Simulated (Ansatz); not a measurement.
# C2H2F2: taking an electron away

How much energy removes an electron from C2H2F2 at fixed geometry? The cation is run at each level and the neutral's energy taken from earlier runs.

The runs use Ansatz 0.2.0, Gaussian basis; unrestricted cation, the program's frozen cores in correlated methods.

The runs, in order: UKS PBE-D4/def2-TZVPP; UKS r2SCAN-D4/def2-TZVPP; UKS PBE0-D4/def2-TZVPP; UKS B3LYP-D4/def2-TZVPP; UKS wB97X-V/def2-TZVPP; UKS wB97M-V/def2-TZVPP; UKS B2PLYP/def2-TZVPP; UHF-CCSD(T)/def2-TZVPP; UHF-MP2/def2-QZVPP; extrapolation to the limit; then −ε(HOMO) from the neutral's earlier runs with LDA (SPW92), PBE-D4, revPBE-D4, BLYP-D4, r2SCAN-D4, B97M-V, PBE0-D4, B3LYP-D4, r2SCANh-D4, r2SCAN0-D4, HSE06-D4, BHLYP-D4, CAM-B3LYP-D4, LC-ωPBE, ωB97X-V, ωB97M-V.

## (1) Structure used throughout

The geometry comes from an earlier relaxation with PBE0-D4 in a triple-zeta def2 set; it is a stationary point.

SMILES `F/C=C/F`, 6 atoms, charge 0, spin multiplicity 1.

Atoms are counted from 1 here; the program's logs count them from 0.

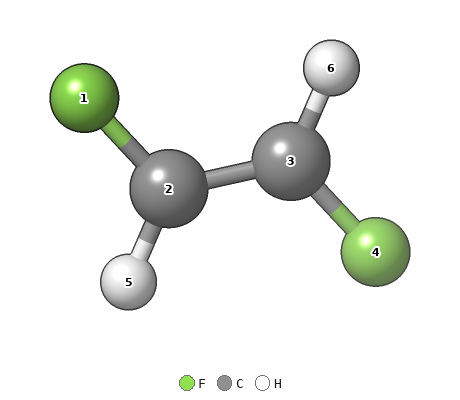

The structure; fluorine green, carbon grey, hydrogen white; atoms are numbered from 1 in the order of the file.

Geometry (Å):

```xyz
6

F    -1.0170   -0.0261   -1.4421
C     0.0662    0.0191   -0.6640
C    -0.0522   -0.0406    0.6486
F     1.0311    0.0048    1.4267
H     1.0037    0.1059   -1.1985
H    -0.9897   -0.1271    1.1831
```

## (2) Cation, UKS PBE-D4/def2-TZVPP

in.yaml

```yaml
crystal:
  periodic: [false, false, false]
  atoms:
    - {symbol: F, position_ang: [-1.017033, -0.026118, -1.442122]}
    - {symbol: C, position_ang: [0.066246, 0.019101, -0.663972]}
    - {symbol: C, position_ang: [-0.052207, -0.040589, 0.648566]}
    - {symbol: F, position_ang: [1.031067, 0.004831, 1.426714]}
    - {symbol: H, position_ang: [1.003743, 0.105886, -1.198453]}
    - {symbol: H, position_ang: [-0.989716, -0.127112, 1.183068]}
basis:
  gaussian: {orbitals: def2-TZVPP}
total_charge: 1
magnetization: {spin_polarized: true, initial_magnetization: 1}
hamiltonian: {xc: pbe, dispersion: d4}
```

Started as:

```
$ ansatz run in.yaml --threads 4 --pin off --events-out ev --progress --plain --max-ram 10444MiB
```

The runs that follow: Cation, UKS r2SCAN-D4/def2-TZVPP; Cation, UKS PBE0-D4/def2-TZVPP; Cation, UKS B3LYP-D4/def2-TZVPP; Cation, UKS wB97X-V/def2-TZVPP; Cation, UKS wB97M-V/def2-TZVPP; Cation, UKS B2PLYP (frozen core)/def2-TZVPP; Cation, UHF-CCSD(T)/def2-TZVPP; Cation, UHF-MP2/def2-QZVPP.

Q: Predict the results of all the runs planned. Wanted: ionisation energy, CCSD(T)/CBS; nearest functional by difference; nearest −ε(HOMO); −ε(HOMO) of PBE; T1 of the cation.

**Answer**, as computed:

```
                        quantity                value
  ionisation energy, CCSD(T)/CBS             10.59 eV
nearest functional by difference  B3LYP-D4 (-0.29 eV)
                nearest −ε(HOMO)   LC-ωPBE (-0.27 eV)
                 −ε(HOMO) of PBE              6.19 eV
                T1 of the cation                0.023
```

In words: Energy differences with functionals land within 0.51 eV of the reference. −ε(HOMO) of PBE misses by 4.4 eV, since self-interaction lifts the level. Among orbital estimates LC-ωPBE comes nearest. Hartree-Fock falls 1.28 eV short, as the neutral has more correlation energy than the cation. The cation may have settled in a state other than its lowest; no search over hole states beyond the program's own was made.
